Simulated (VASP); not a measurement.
# A VASP study of Bi2Pd (Urvantsevite) (PBEsol): structure first, properties next

Aim: relax Bi2Pd (Urvantsevite) with PBEsol, compute its properties on that cell and hold them against experiment. The steps: relaxing cell and atoms (PBEsol), second relaxation, density, ELF and potential (PBEsol), bands along the symmetry lines (PBEsol), total and projected DOS (PBEsol), vibrations at Γ (PBEsol), field gradients at the nuclei (PBEsol) and ionic relaxation at fixed cell (PBEsol), changed input. The start is a cell from a database of measured crystal structures.

Calculated with VASP 6.6.1; PBEsol; plane waves and PAW (Bi_d, Pd).

The experiments to compare with:

“Low-temperature thermal expansion of the topological material candidates beta-PtBi2 and beta-Bi2Pd” (2022, arxiv:2204.02327) reports for Bi2Pd, tetragonal beta phase, by X-ray diffraction (quenched self-flux single crystals): lattice constant a (tetragonal a) 3.369 ± 0.006 Å; lattice constant c (tetragonal c) 12.98 ± 0.02 Å.

### 1. The structure

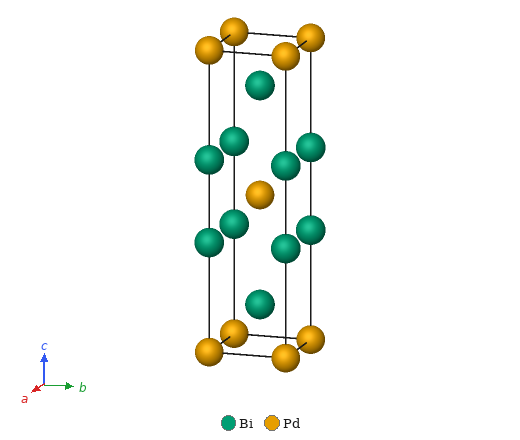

The cell as given, slightly off an axis (bismuth teal, palladium orange). This picture shows the conventional cell, with its axes. Some periodic images of atoms are drawn too.

### 2. Relaxing cell and atoms (PBEsol)

Properties are meant for the cell that this level of theory prefers, so cell and atoms are relaxed first (ISIF = 3) until forces and stress are small; EDIFFG sets the threshold. PBEsol restores the gradient expansion of exchange and is tuned for the cells of solids.

INCAR

```
SYSTEM = Bi2Pd
PREC = Accurate
ENCUT = 400
EDIFF = 1E-06
NELM = 100
ISMEAR = 1
SIGMA = 0.2
LREAL = .FALSE.
ALGO = Normal
GGA = PS
NBANDS = 26
LASPH = .TRUE.
LORBIT = 11
LWAVE = .FALSE.
LCHARG = .FALSE.
KPAR = 2
IBRION = 2
NSW = 60
ISIF = 3
EDIFFG = -0.01
```

POSCAR

```
Bi2Pd
1.0
   -1.6810000000      1.6810000000      6.4915000000
    1.6810000000     -1.6810000000      6.4915000000
    1.6810000000      1.6810000000     -6.4915000000
Bi Pd
2 1
Direct
    0.3630000000      0.3630000000      0.0000000000
    0.6370000000      0.6370000000      0.0000000000
    0.0000000000      0.0000000000      0.0000000000
```

KPOINTS

```
Automatic mesh
0
Gamma
9 9 9
0 0 0
```

PAW data sets: Bi_d and Pd (PBE family, release 64).

Launch:

```
> mpirun -np 2 vasp_std
```

Log:

```text
[banner, memory and clock lines left out]
running    2 mpi-ranks, on    1 nodes
 distrk:  each k-point on    1 cores,    2 groups
 distr:  one band on    1 cores,    1 groups

 POSCAR found type information on POSCAR BiPd
 POSCAR found :  2 types and       3 ions
|                                                                             |
|               ----> ADVICE to this user running VASP <----                  |
|                                                                             |
|     You enforced a specific xc type in the INCAR file but a different       |
|     [... a line on the potential file left out ...]
|     I HOPE YOU KNOW WHAT YOU ARE DOING!                                     |
|                                                                             |

 LDA part: xc-table for (Slater+PW92), standard interpolation
 POSCAR, INCAR and KPOINTS ok, starting setup
 FFT: planning ... GRIDC
 FFT: planning ... GRID_SOFT
 FFT: planning ... GRID
 WAVECAR not read
 entering main loop
       N       E                     dE             d eps       ncg     rms          rms(c)
DAV:   1     0.376453581947E+03    0.37645E+03   -0.18116E+04  3926   0.159E+03
DAV:   2     0.169833522778E+02   -0.35947E+03   -0.35270E+03  3948   0.437E+02
DAV:   3    -0.144754134372E+02   -0.31459E+02   -0.31098E+02  4812   0.148E+02
DAV:   4    -0.154487671199E+02   -0.97335E+00   -0.97111E+00  4734   0.275E+01
DAV:   5    -0.154842537877E+02   -0.35487E-01   -0.35482E-01  5298   0.469E+00    0.441E+00
DAV:   6    -0.153014192087E+02    0.18283E+00   -0.31718E-01  4332   0.448E+00    0.223E+00
DAV:   7    -0.152649899286E+02    0.36429E-01   -0.16066E-01  4544   0.297E+00    0.872E-01
DAV:   8    -0.152577608760E+02    0.72291E-02   -0.55597E-02  4114   0.151E+00    0.379E-01
DAV:   9    -0.152568795016E+02    0.88137E-03   -0.58326E-03  5106   0.649E-01    0.710E-02
DAV:  10    -0.152568121642E+02    0.67337E-04   -0.56376E-04  4276   0.180E-01    0.292E-02
DAV:  11    -0.152568120530E+02    0.11124E-06   -0.76002E-05  5236   0.647E-02    0.588E-03
DAV:  12    -0.152568113322E+02    0.72072E-06   -0.49979E-06  3738   0.191E-02
   1 F= -.15256811E+02 E0= -.15255448E+02  d E =-.152568E+02
 curvature:   0.00 expect dE= 0.000E+00 dE for cont linesearch  0.000E+00
 trial: gam= 0.00000 g(F)=  0.210E-02 g(S)=  0.207E-01 ort = 0.000E+00 (trialstep = 0.100E+01)
 search vector abs. value=  0.228E-01
 bond charge predicted
       N       E                     dE             d eps       ncg     rms          rms(c)
DAV:   1    -0.157820429417E+02   -0.52523E+00   -0.12562E+01  4250   0.434E+01    0.442E+00
DAV:   2    -0.153916500791E+02    0.39039E+00   -0.25952E+00  4182   0.152E+01    0.220E+00
DAV:   3    -0.152738476833E+02    0.11780E+00   -0.43236E-01  4454   0.661E+00    0.796E-01
DAV:   4    -0.152567974498E+02    0.17050E-01   -0.11109E-01  5356   0.367E+00    0.172E-01
DAV:   5    -0.152566184121E+02    0.17904E-03   -0.57103E-03  4302   0.662E-01    0.102E-01
DAV:   6    -0.152568162810E+02   -0.19787E-03   -0.16086E-03  4630   0.252E-01    0.308E-02
DAV:   7    -0.152568429768E+02   -0.26696E-04   -0.20042E-04  5206   0.146E-01    0.194E-02
DAV:   8    -0.152568349588E+02    0.80179E-05   -0.28984E-05  4420   0.539E-02    0.263E-03
DAV:   9    -0.152568350895E+02   -0.13069E-06   -0.15183E-06  2786   0.910E-03
   2 F= -.15256835E+02 E0= -.15255544E+02  d E =-.237573E-04
[...]
3 F= -.15262721E+02 E0= -.15261387E+02  d E =-.590941E-02
[...]
4 F= -.15263298E+02 E0= -.15261959E+02  d E =-.577729E-03
 trial-energy change:   -0.000578  1 .order   -0.000585   -0.000716   -0.000453
 step:   2.4526(harm=  2.4526)  dis= 0.00424  next Energy=   -15.263695 (dE=-0.975E-03)
 bond charge predicted
       N       E                     dE             d eps       ncg     rms          rms(c)
DAV:   1    -0.152705192201E+02   -0.72199E-02   -0.41866E-01  4332   0.466E+00    0.427E-01
DAV:   2    -0.152660343679E+02    0.44849E-02   -0.15433E-02  4626   0.131E+00    0.252E-01
DAV:   3    -0.152636452553E+02    0.23891E-02   -0.54078E-03  5502   0.814E-01    0.492E-02
DAV:   4    -0.152636884464E+02   -0.43191E-04   -0.11361E-03  4264   0.299E-01    0.324E-02
DAV:   5    -0.152636764138E+02    0.12033E-04   -0.85914E-05  4864   0.850E-02    0.125E-02
DAV:   6    -0.152636745378E+02    0.18759E-05   -0.58998E-06  4306   0.327E-02    0.369E-03
DAV:   7    -0.152636746190E+02   -0.81126E-07   -0.12417E-06  2116   0.102E-02
   5 F= -.15263675E+02 E0= -.15262349E+02  d E =-.953873E-03
 curvature:  -1.27 expect dE=-0.757E-05 dE for cont linesearch -0.623E-06
 trial: gam= 0.02131 g(F)=  0.467E-05 g(S)=  0.130E-05 ort =-0.201E-04 (trialstep = 0.121E+01)
 search vector abs. value=  0.548E-05
 reached required accuracy - stopping structural energy minimisation
```

It took 5.2 min on 2 MPI ranks of AMD EPYC 9R45, shared host; peak memory 0.75 GiB; 8.4 min of CPU time.

The logs omit lines about the potential files and the build; timing stands in the text.

OUTCAR, selected parts (step 2):

```text
ion  position               nearest neighbor table
   1  0.363  0.363  0.000-   3 2.97   3 2.97   3 2.97   3 2.97   2 3.56   2 3.78   2 3.78   2 3.78
                             2 3.78
   2  0.637  0.637  0.000-   3 2.97   3 2.97   3 2.97   3 2.97   1 3.56   1 3.78   1 3.78   1 3.78
                             1 3.78
   3  0.000  0.000  0.000-   2 2.97   2 2.97   2 2.97   1 2.97   2 2.97   1 2.97   1 2.97   1 2.97

  LATTYP: Found a body centered tetragonal cell.
 ALAT       =     3.3620000000
 C/A-ratio  =     3.8616894706

 Subroutine GETGRP returns: Found 16 space group operations
 (whereof 16 operations were pure point group operations)

The static configuration has the point symmetry D_4h.

 Found     75 irreducible k-points:

   k-points           NKPTS =     75   k-points in BZ     NKDIM =     75   number of bands    NBANDS=     26

   dimension x,y,z NGX =    48 NGY =   48 NGZ =   48
   dimension x,y,z NGXF=    96 NGYF=   96 NGZF=   96

   ENCUT  =  400.0 eV  29.40 Ry    5.42 a.u.  11.27 11.27 11.27*2*pi/ulx,y,z

   NELECT =      40.0000    total number of electrons

 k-points in reciprocal lattice and weights: Automatic mesh
   0.00000000  0.00000000  0.00000000       0.001
   0.11111111 -0.00000000  0.00000000       0.011
   0.22222222 -0.00000000  0.00000000       0.011
   0.33333333 -0.00000000  0.00000000       0.011
   0.44444444 -0.00000000  0.00000000       0.011
   0.11111111  0.11111111  0.00000000       0.011
   0.22222222  0.11111111  0.00000000       0.022
   0.33333333  0.11111111 -0.00000000       0.022
   0.44444444  0.11111111  0.00000000       0.022
[...]
-0.44444444  0.44444444  0.44444444       0.005
  -0.44444444 -0.44444444  0.44444444       0.003

 average (electrostatic) potential at core
       1-101.7570       2-101.7570       3 -71.5595

 E-fermi :   9.2116

 k-point     1 :       0.0000    0.0000    0.0000
  band No.  band energies     occupation
    ...
     14       5.2103      2.00000
     15       5.9412      2.00000
     16       5.9412      2.00000
     17       6.3779      2.00000
     18       6.5533      2.00000
     19      11.0376     -0.00000
     20      11.5932     -0.00000
     21      11.5932     -0.00000
     22      12.3502     -0.00000
     23      12.3502     -0.00000
    ...

 k-point     2 :       0.1111   -0.0000    0.0000
  band No.  band energies     occupation
    ...
     14       5.2394      2.00000
     15       5.8598      2.00000
     16       5.9871      2.00000
     17       6.3823      2.00000
     18       6.4475      2.00000
     19       9.7490     -0.00096
     20      10.2798     -0.00000
     21      11.7862     -0.00000
     22      11.9584     -0.00000
     23      12.5293     -0.00000
    ...

 k-point     3 :       0.2222   -0.0000    0.0000
  band No.  band energies     occupation
    ...
     16       6.1016      2.00000
     17       6.2059      2.00000
     18       6.3484      2.00000
     19       7.6529      2.00000
     20       8.4559      2.00000
     21      11.9700     -0.00000
     22      12.2708     -0.00000
     23      13.0462     -0.00000
     24      15.4127      0.00000
     25      16.0319      0.00000
    ...

  Total        0.0052633      0.0052633      0.0050275      0.0000000      0.0000000     -0.0000000
  in kB        0.1165807      0.1165807      0.1113585      0.0000000      0.0000000     -0.0000000
  external PRESSURE =       0.1148400 kB  Pullay stress =       0.0000000 kB

  energy-cutoff  :      400.00
  volume of cell :       72.33
      direct lattice vectors                 reciprocal lattice vectors
    -1.679793215  1.679793215  6.408696264     0.000000000  0.297655685  0.078018988
     1.679793215 -1.679793215  6.408696264     0.297655685  0.000000000  0.078018988
     1.679793215  1.679793215 -6.408696264     0.297655685  0.297655685  0.000000000

 POSITION                                       TOTAL-FORCE (eV/Angst)
 -----------------------------------------------------------------------------------
      0.00000      0.00000      4.66045        -0.000000     -0.000000     -0.006954
      0.00000      0.00000      8.15694         0.000000      0.000000      0.006954
      0.00000      0.00000      0.00000        -0.000000     -0.000000     -0.000000
 -----------------------------------------------------------------------------------
    total drift:                                0.000000     -0.000000      0.000000

  FREE ENERGIE OF THE ION-ELECTRON SYSTEM (eV)
  ---------------------------------------------------
  free  energy   TOTEN  =       -15.2636746190 eV

  energy  without entropy=      -15.2596984520  energy(sigma->0) =      -15.26234923

 reached required accuracy - stopping structural energy minimisation

 total charge
# of ion       s       p       d       tot
------------------------------------------
    1        1.542   1.296   9.938  12.776
    2        1.542   1.296   9.938  12.776
    3        0.408   0.396   8.615   9.419
--------------------------------------------------
tot          3.492   2.988  28.491  34.971

[... 3 further parts left out ...]
```

The PAW data sets were made with PBE, which is usual practice but a small mismatch for other functionals. The run keeps the 16 symmetry operations of its start, so it cannot find a distortion of lower symmetry.

Relaxation path:

```tsv
step	energy less that of the first step (eV)	largest force (eV/Å)	pressure (GPa)	volume (Å³)
1	0.0000	0.1475	-1.41	73.37
2	0.0000	0.0961	1.69	71.12
3	-0.0059	0.0307	0.08	72.22
4	-0.0065	0.0168	0.07	72.26
5	-0.0069	0.0070	0.01	72.33
```

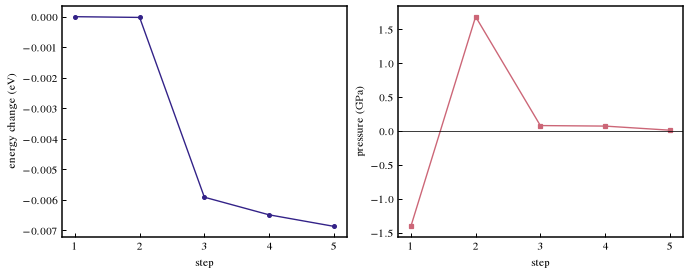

Energy and pressure along the relaxation.

```tsv
conventional cell, symmetrised	before	after	change
a (Å)	3.362	3.360	-0.1 %
b (Å)	3.362	3.360	-0.1 %
c (Å)	12.983	12.817	-1.3 %
volume (Å³/atom)	24.46	24.11	-1.4 %
```

The relaxed structure:

```
Bi Pd
1.0
    -1.67979    1.67979    6.40870
     1.67979   -1.67979    6.40870
     1.67979    1.67979   -6.40870
Bi Pd
2 1
Cartesian
  0.0000 0.0000 4.6605
  0.0000 0.0000 8.1569
  0.0000 0.0000 0.0000
```

Numbers from this step:

```
electrons                       : 40
bands                           : 26
irreducible k-points            : 75
symmetry operations             : 16
free energy (TOTEN)             : -15.26 eV
energy at zero smearing         : -15.26 eV
Fermi energy                    : 9.212 eV
pressure                        : 0.01148 GPa
metallic                        : yes
SCF cycles over all ionic steps : 42
```

It ends with a largest force of 0.007 eV/Å and a pressure of 0.01 GPa. The volume lies -1.4 % from that of the database's start, which holds the thermal and zero-point expansion of its experiment.

### 3. Second relaxation

The basis stayed that of the start cell while the cell moved. A rerun from the cell reached resets it; the error of the finite cutoff stays.

INCAR is that of step 2.

POSCAR

```
Bi2Pd
1.0
   -1.6797932146      1.6797932146      6.4086962640
    1.6797932146     -1.6797932146      6.4086962640
    1.6797932146      1.6797932146     -6.4086962640
Bi Pd
2 1
Direct
    0.3636036828      0.3636036828      0.0000000000
    0.6363963172      0.6363963172      0.0000000000
    0.0000000000      0.0000000000      0.0000000000
```

KPOINTS is that of step 2.

Launch:

```
> mpirun -np 2 vasp_std
```

Log:

```text
[banner, memory and clock lines left out]
running    2 mpi-ranks, on    1 nodes
 distrk:  each k-point on    1 cores,    2 groups
 distr:  one band on    1 cores,    1 groups

 POSCAR found type information on POSCAR BiPd
 POSCAR found :  2 types and       3 ions
 [... a notice as in an earlier step ...]

 LDA part: xc-table for (Slater+PW92), standard interpolation
 POSCAR, INCAR and KPOINTS ok, starting setup
 FFT: planning ... GRIDC
 FFT: planning ... GRID_SOFT
 FFT: planning ... GRID
 WAVECAR not read
 entering main loop
       N       E                     dE             d eps       ncg     rms          rms(c)
DAV:   1     0.376916694253E+03    0.37692E+03   -0.18008E+04  3934   0.160E+03
DAV:   2     0.165940688511E+02   -0.36032E+03   -0.35347E+03  3986   0.437E+02
DAV:   3    -0.144914386632E+02   -0.31086E+02   -0.30657E+02  4790   0.147E+02
DAV:   4    -0.154522581171E+02   -0.96082E+00   -0.95944E+00  4792   0.274E+01
DAV:   5    -0.154888341350E+02   -0.36576E-01   -0.36574E-01  5350   0.472E+00    0.466E+00
DAV:   6    -0.153086808939E+02    0.18015E+00   -0.32843E-01  4322   0.459E+00    0.237E+00
DAV:   7    -0.152724167708E+02    0.36264E-01   -0.16864E-01  4554   0.310E+00    0.979E-01
DAV:   8    -0.152633983248E+02    0.90184E-02   -0.62193E-02  4160   0.160E+00    0.372E-01
DAV:   9    -0.152625379865E+02    0.86034E-03   -0.61463E-03  5130   0.671E-01    0.703E-02
DAV:  10    -0.152624750524E+02    0.62934E-04   -0.59025E-04  4246   0.184E-01    0.280E-02
DAV:  11    -0.152624740503E+02    0.10021E-05   -0.73021E-05  5082   0.617E-02    0.521E-03
DAV:  12    -0.152624735004E+02    0.54993E-06   -0.42465E-06  3846   0.176E-02
   1 F= -.15262474E+02 E0= -.15261148E+02  d E =-.152625E+02
 curvature:   0.00 expect dE= 0.000E+00 dE for cont linesearch  0.000E+00
 trial: gam= 0.00000 g(F)=  0.444E-05 g(S)=  0.344E-05 ort = 0.000E+00 (trialstep = 0.100E+01)
 search vector abs. value=  0.788E-05
 reached required accuracy - stopping structural energy minimisation
```

The job ended after 78 s (2 MPI ranks; peak memory 0.68 GiB).

From OUTCAR (step 3):

```text
  LATTYP: Found a body centered tetragonal cell.
 ALAT       =     3.3595864292
 C/A-ratio  =     3.8151697532

The static configuration has the point symmetry D_4h.

 Found     75 irreducible k-points:

   ENCUT  =  400.0 eV  29.40 Ry    5.42 a.u.  11.15 11.15 11.15*2*pi/ulx,y,z

   NELECT =      40.0000    total number of electrons

 E-fermi :   9.2116

 k-point     1 :       0.0000    0.0000    0.0000
  band No.  band energies     occupation
    ...
     14       5.2102      2.00000
     15       5.9410      2.00000
     16       5.9410      2.00000
     17       6.3777      2.00000
     18       6.5532      2.00000
     19      11.0376     -0.00000
     20      11.5933     -0.00000
     21      11.5933     -0.00000
     22      12.3502     -0.00000
     23      12.3502     -0.00000
    ...

 k-point     2 :       0.1111    0.0000   -0.0000
  band No.  band energies     occupation
    ...
     14       5.2394      2.00000
     15       5.8597      2.00000
     16       5.9870      2.00000
     17       6.3822      2.00000
     18       6.4474      2.00000
     19       9.7491     -0.00096
     20      10.2798     -0.00000
     21      11.7862     -0.00000
     22      11.9584     -0.00000
     23      12.5294     -0.00000
    ...

  Total        0.0034501      0.0034501     -0.0137923      0.0000000     -0.0000000      0.0000000
  in kB        0.0764185      0.0764185     -0.3054971      0.0000000     -0.0000000      0.0000000
  external PRESSURE =      -0.0508867 kB  Pullay stress =       0.0000000 kB

 POSITION                                       TOTAL-FORCE (eV/Angst)
 -----------------------------------------------------------------------------------
      0.00000      0.00000      4.66045         0.000000      0.000000     -0.006782
      0.00000      0.00000      8.15694        -0.000000     -0.000000      0.006782
      0.00000      0.00000      0.00000         0.000000      0.000000     -0.000000
 -----------------------------------------------------------------------------------
    total drift:                                0.000000     -0.000000      0.000000

  FREE ENERGIE OF THE ION-ELECTRON SYSTEM (eV)
  ---------------------------------------------------
  free  energy   TOTEN  =       -15.2624735004 eV

  energy  without entropy=      -15.2584972665  energy(sigma->0) =      -15.26114809

[... 6 parts as in an earlier step ...]

[... 7 further parts left out ...]
```

CONTCAR:

```
Bi2Pd
   1.00000000000000
    -1.6797932146000001    1.6797932146000001    6.4086962639999996
     1.6797932146000001   -1.6797932146000001    6.4086962639999996
     1.6797932146000001    1.6797932146000001   -6.4086962639999996
  Bi              Pd
     2     1
Direct
     0.3636036827999973    0.3636036827999973    0.0000000000000000
     0.6363963172000027    0.6363963172000027    0.0000000000000000
     0.0000000000000000    0.0000000000000000    0.0000000000000000
```

Little changed from the start: no atom moved by 0.005 Å and no cell edge by 0.1 %.

This step gave:

```yaml
pressure: -0.005089 GPa
scf_cycles_over_all_ionic_steps: 12
```

It ends with a largest force of 0.007 eV/Å and a pressure of -0.01 GPa. The volume moved by under 0.01 %: the run met its threshold at the first step.

(Continued in part 2 of 4.)

[Lines on the potential files, build, host, timing and source positions are cut from VASP's logs without a mark.]

[Logs are printed without paths, hosts, clocks, repeated set-up lines and the standing remarks that a program may print on its own settings, such as how far it seeks lower states.]

[Hosts, paths, dates, database ids (printed as entryN), source tags and the programs' standing remarks are cut or masked in the printed files.]

[A measured line is paired with the nearest computed mode of its activity, which favours agreement.]
